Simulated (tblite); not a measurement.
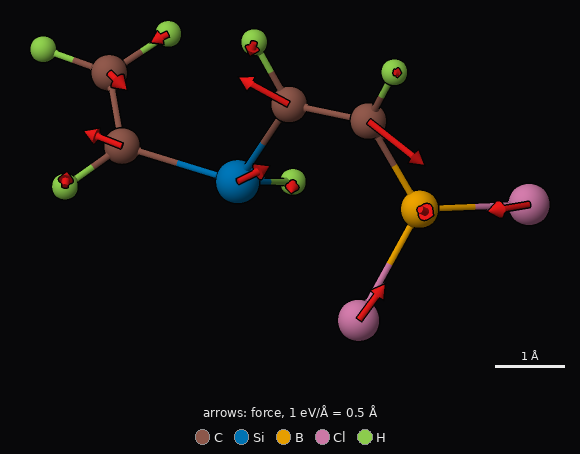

Starting geometry of C4H6BCl2Si (multiplicity 2) with the computed forces as red arrows. Style: ball-and-stick. Shown at a tilt.

Level of theory: tblite, GFN2-xTB geometry optimisation, gas phase. 

**What follows when this structure is relaxed?**

It isn't relaxed: the largest force vector, on a C atom, is 2.18 eV/Å. The final displacements have little in common with the starting forces (cosine between the two patterns 0.25). After 133 geometry steps the energy has fallen by 25.8 kcal/mol. The atom that moves furthest after the best rigid fit is an H atom (1.94 Å). Largest moves by element: H 1.94 Å, Cl 1.76 Å, C 0.55 Å, B 0.28 Å, Si 0.22 Å. Some distances before and after: Cl–Si 3.026 → 3.182 Å, B–Cl 1.864 → 1.749 Å, B–Cl 1.830 → 1.743 Å, B–C 1.557 → 1.504 Å. Bond angles that change, for instance: C–Si–H 109.9° → 135.4°, C–C–B 117.0° → 127.6°, Si–C–H 121.6° → 113.7°. Groups turn about B–C by about 55°. Cost: 1.1 s on 1 thread of Arm Neoverse V2, with other jobs on the host.
